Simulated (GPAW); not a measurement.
# How the form of the self-energy moves the gap of Cl (Cmce)

Aim: compare treatments of exchange, screening and correlation for the gap of Cl (Cmce).

Method: PBE and many-body steps on it, plane waves, in GPAW 26.7.0.

**1. The structure**

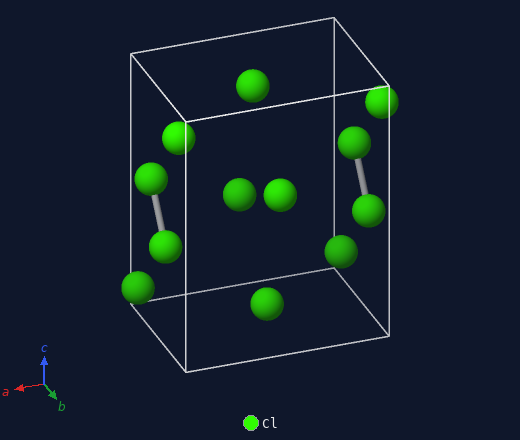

Start, viewed from a free direction; chlorine green. This picture shows the conventional cell, with its axes. Bonds to atoms that aren't drawn are left out. Some periodic images of atoms are drawn too.

Coordinates:

```cif
data_structure
_symmetry_space_group_name_H-M 'P 1'
_symmetry_Int_Tables_number 1
_cell_length_a 3.8670
_cell_length_b 3.8670
_cell_length_c 8.2100
_cell_angle_alpha 90.000
_cell_angle_beta 90.000
_cell_angle_gamma 71.161
_cell_volume 116.19
loop_
_atom_site_label
_atom_site_type_symbol
_atom_site_fract_x
_atom_site_fract_y
_atom_site_fract_z
_atom_site_occupancy
Cl1 Cl 0.87000 0.13000 0.10000 1
Cl2 Cl 0.63000 0.37000 0.60000 1
Cl3 Cl 0.13000 0.87000 0.90000 1
Cl4 Cl 0.37000 0.63000 0.40000 1
```

The cell and positions come from the Crystallography Open Database and are kept as given unless a step says otherwise.

**2. Empty states on the mesh, 4×4×2 mesh, 198 bands**

This step: GPAW 26.7.0; DFT, PBE, plane waves, PAW.

The sums over transitions need many empty states on a uniform mesh; this step solves for them.

run.py reads:

```python
import json
import numpy as np
from gpaw.mpi import world
from gpaw import GPAW

calc = GPAW('gs.gpw').fixed_density(kpts={'size': (4, 4, 2), 'gamma': True},
    parallel={'domain': 1, 'band': 1},
    txt='nscf.txt')
calc.diagonalize_full_hamiltonian(nbands=198)
calc.write('full.gpw', mode='all')
res = {}
kpts = calc.get_ibz_k_points()
res['kpts'] = kpts
res['eigenvalues'] = [calc.get_eigenvalues(kpt=k) for k in range(len(kpts))]
res['n_electrons'] = calc.get_number_of_electrons()

if world.rank == 0:
    with open('result.json', 'w') as f:
        json.dump(res, f, default=lambda x: x.tolist())
```

Run with:

```console
$ mpirun -n 4 gpaw python run.py
```

Numbers of over 12 decimals in the logs are rounded to 6 here.

The program printed:

```text
Diagonalizing LCAO Hamiltonian
Converting LCAO to pw mode
convergence criteria:
- Maximum integral of absolute [eigenst]ate change: 4e-08 eV^2 / valence electron
maximum number of iterations: 100

SCF iterations
|iter     |     time |      energy | eigst |  dens |
|iter:   1|  |             | +1.50 |       |
|iter:   2|  |             | +0.30 |       |
|iter:   3|  |             | -0.45 |       |
[...]
|iter:  21|  |             | -7.08 |       |
|iter:  22|  |             | -7.34 |       |
|iter:  23|  |             | -7.57c|       |
SCF steps: 23
  __  _  _
 | _ |_)|_||  |
 |__||  | ||/\| - 26.7.0

Input parameters:
  mode=PW(ecut=450.000000),
  convergence={'density': 1e-06, 'bands': -3},
  gpts=array([20, 20, 42]),
  kpts=MonkhorstPack(size=(4, 4, 2), gamma=True),
  maxiter=100,
  nbands=22,
  occupations=Occupations(name='fermi-dirac', width=0.001, fixmagmom=False),
  parallel={'domain': 1, 'band': 1},
  xc=XC(name='PBE')
Matrix size: 2524x2524
# Writing to full.gpw (mode='all')
  [... matrices ...]

timing:  # [seconds]
  Total: 59.017  # ━━━━━━━━━━━━━━━━━━━━━━━━━━━━━━━━━━━━━━━━━━━━━━━━━━━━━━━━━━
```

Run time: 67 s. Hardware: 4 MPI ranks of Arm Neoverse V1, shared host; peak memory 2.7 GiB; 4.5 min of CPU time.

This step gave:

| Quantity | Value |
| --- | --- |
| gap | 2.490 eV |
| k of the valence top | 0.5, 0.5, 0 |
| k of the conduction bottom | 0, 0, 0 |
| least direct gap | 2.547 eV |
| k points computed | 14 |
| lowest point of the top converged band, above the valence top | 74.4496 eV |

On this mesh the gap is 2.490 eV.

**3. G0W0, Godby-Needs plasmon pole**

Now the one-shot GW correction: screening in the RPA, then the self-energy of the levels asked for.

This step: G0W0 on PBE, plane waves, PAW.

run.py reads:

```python
import json
import numpy as np
from gpaw.mpi import world
from gpaw.response.g0w0 import G0W0

gw = G0W0('full.gpw',
    filename='gw',
    kpts=[0, 12],
    bands=(12, 16),
    ecut=48,
    nbands=87,
    integrate_gamma='WS',
    ppa=True)
gw.calculate()
res = {mode: {k: v for k, v in r.items() if k != 'sigma_eskwn'}
       for mode, r in gw.all_results.items()}

if world.rank == 0:
    with open('result.json', 'w') as f:
        json.dump(res, f, default=lambda x: x.tolist())
```

Run with:

```console
$ mpirun -n 4 gpaw python run.py
```

The program printed:

```text
Using integrator: PointIntegrator
FrequencyGridDescriptor(from 0.000+0.000j to 0.000+27.211j eV, 2 points)
Nonperiodic BCs:  [False False False]
Using integrator: PointIntegrator
FrequencyGridDescriptor(from 0.000+0.000j to 0.000+27.211j eV, 2 points)
Nonperiodic BCs:  [False False False]
  ___  _ _ _
 |   || | | |
 | | || | | |
 |__ ||_____|
 |___|

BZ k-points: Symmetries present (total): 4

  [... matrices ...]
32 k-points: 4 x 4 x 2 Monkhorst-Pack grid + [1/8,1/8,1/4]
14 k-points in the irreducible part of the Brillouin zone
       k-points in crystal coordinates                weights
   0:     0.00000000    0.00000000    0.00000000          1/32
   1:     0.00000000    0.00000000    0.50000000          1/32
   2:     0.25000000   -0.25000000    0.00000000          2/32
   3:     0.25000000   -0.25000000    0.50000000          2/32
   4:     0.25000000    0.00000000    0.00000000          4/32
   5:     0.25000000    0.00000000    0.50000000          4/32
   6:     0.25000000    0.25000000    0.00000000          2/32
   7:     0.25000000    0.25000000    0.50000000          2/32
   8:     0.50000000    0.00000000    0.00000000          2/32
   9:     0.50000000    0.00000000    0.50000000          2/32
          ...
  13:     0.50000000    0.50000000    0.50000000          1/32

Distributing spins, k-points and bands (1 x 2 x 4) over 4 processes
Number of blocks: 1

Quasi particle states:
k-points (IBZ indices): [0, 12]
Band range: (12, 16)
  [... matrices ...]
Computational parameters:
Plane wave cut-off: 48 eV
Number of bands: 87
Coulomb cutoff: None
Broadening: 0.1 eV

fxc modes: GW
Kernel: RPA
Using Godby-Needs plasmon-pole approximation:
  Fitting energy: i*E0, E0 = 1.000 Hartree
Summing all q:

Calculating screened Coulomb potential
No Coulomb truncation
FrequencyGridDescriptor(from 0.000+0.000j to 0.000+27.211j eV, 2 points)
Removing empty qpoint cache files...

Calculating chi0 body with:
    Ground state adapter containing:
    Number of spins: 1
    Number of kpoints: 32
    Number of irreducible kpoints: 14
    Number of completely occupied states: 14
    Number of partially occupied states: 14
    Occupied states memory: 3.5888671875 M / cpu

    Linear response parametrization:
    q_c: [0.0, 0.0, 0.0]
    Number of frequency points: 2
    Planewave cutoff: 48.0
    Number of bands: 87
    Number of planewaves: 93
    Broadening (eta): 1e-06
    comm.size: 4
    kncomm.size: 4
    blockcomm.size: 1

    Memory estimate of potentially large arrays:
        chi0_wGG: 0.263947 M / cpu
Integrating chi0 body.

Symmetries of q_c:
    Direct symmetries (Uq -> q): 4
    Indirect symmetries (TUq -> q): 0
In total 4 allowed symmetries.

  [... matrices ...]
14 groups of equivalent kpoints. 56.25% reduction.

Integral kind: response function
Integrating chi0 head and wings.

Symmetries of q_c:
    Direct symmetries (Uq -> q): 4
    Indirect symmetries (TUq -> q): 0
In total 4 allowed symmetries.

  [... matrices ...]
14 groups of equivalent kpoints. 56.25% reduction.

Integral kind: response function wings

Calculating chi0 body with:
    Ground state adapter containing:
    Number of spins: 1
    Number of kpoints: 32
    Number of irreducible kpoints: 14
    Number of completely occupied states: 14
    Number of partially occupied states: 14
    Occupied states memory: 3.5888671875 M / cpu

    Linear response parametrization:
[... the further q-points ...]

Results:
f:      Occupation numbers
eps:     KS-eigenvalues [eV]
vxc:     KS vxc [eV]
exx:     Exact exchange [eV]
sigma:   Self-energies [eV]
dsigma:  Self-energy derivatives
Z:       Renormalization factors
qp:      QP-energies [eV]

k-point 0 (0): (0.000, 0.000, 0.000)                GW
band       f     eps     vxc     exx   sigma  dsigma       Z      qp
                                                                   GW
  12   1.000  -0.359 -17.020 -21.485   2.965  -0.238   0.808  -1.571
  13   1.000  -0.269 -17.277 -21.700   2.974  -0.238   0.808  -1.439
  14   0.000   2.278 -16.854 -11.617  -2.814  -0.226   0.815   4.253
  15   0.000   2.843 -17.627 -11.930  -2.948  -0.239   0.807   5.062

k-point 1 (12): (0.500, 0.500, 0.000)                GW
band       f     eps     vxc     exx   sigma  dsigma       Z      qp
                                                                   GW
  12   1.000  -0.573 -16.760 -21.137   2.911  -0.240   0.807  -1.755
  13   1.000  -0.213 -17.243 -21.644   2.949  -0.237   0.809  -1.387
  14   0.000   2.355 -16.961 -11.598  -2.839  -0.229   0.813   4.408
  15   0.000   2.547 -17.080 -11.630  -2.838  -0.233   0.811   4.664
```

The job ended after 28 s (4 MPI ranks; peak memory 0.97 GiB; 1.9 min of CPU time).

Numbers from this step:

```
G0W0 gap on the points computed              : 5.640 eV
least direct G0W0 gap on the computed points : 5.692 eV
Z at the valence top                         : 0.8086
Z at the conduction bottom                   : 0.8154
starting gap on the mesh                     : 2.490 eV
k of the valence top                         : 0.5, 0.5, 0
k of the conduction bottom                   : 0, 0, 0
```

The gap on the mesh goes from 2.49 eV to 5.64 eV, a correction of +3.15 eV.

**4. One-shot HSE06**

This step: one-shot HSE06 levels on PBE orbitals, plane waves, PAW.

run.py reads:

```python
import json
import numpy as np
from gpaw.mpi import world
from gpaw.hybrids.eigenvalues import non_self_consistent_eigenvalues

dft, vxc, vxc_hyb = non_self_consistent_eigenvalues('full.gpw', 'HSE06', 12, 16, kpt_indices=[0, 12])
res = {'dft': dft[0], 'hybrid': (dft - vxc + vxc_hyb)[0]}
if world.rank == 0:
    with open('hybrid.txt', 'w') as f:
        for k, e0, e1 in zip([0, 12], res['dft'], res['hybrid']):
            print(k, ' '.join(f'{x:9.4f}' for x in e0), '|', ' '.join(f'{x:9.4f}' for x in e1), file=f)

if world.rank == 0:
    with open('result.json', 'w') as f:
        json.dump(res, f, default=lambda x: x.tolist())
```

Run with:

```console
$ mpirun -n 4 gpaw python run.py
```

The program printed:

```text
IBZ(<points: 14, symmetries: 4>)
Occupied bands: 14
Transforming wave functions from IBZ to BZ: 0.012 seconds
Distributing wave functions and iFFT-ing to real space: 0.113 seconds
Calculating eigenvalues:
  k-points: 2
  Bands: 12-15 (inclusive)
  Seconds: 0.449 (wave-function broadcasting: 0.007 seconds)
HSE06-eigenvalue shifts:
  min: -1.038 eV
  ave: -0.197 eV
  max: 0.693 eV
```

Wall time 3.4 s (4 MPI ranks); peak memory 0.47 GiB; 13 s of CPU time.

This step gave:

```
starting gap on the mesh                       : 2.490 eV
hybrid gap on the mesh                         : 4.107 eV
least direct hybrid gap on the computed points : 4.171 eV
```

(Continued in part 2 of 2.)

[Paths, hosts, dates, memory and timing lines, banners, echoed tables and standing remarks are left out of the program output.]

[Logs are printed without paths, hosts, clocks, repeated set-up lines and the standing remarks that a program may print on its own settings, such as how far it seeks lower states.]

[Runs of the session that timed out or met a known fault of the program may be left out.]

[Hosts, paths, dates, database ids (printed as entryN), source tags and the programs' standing remarks are cut or masked in the printed files.]
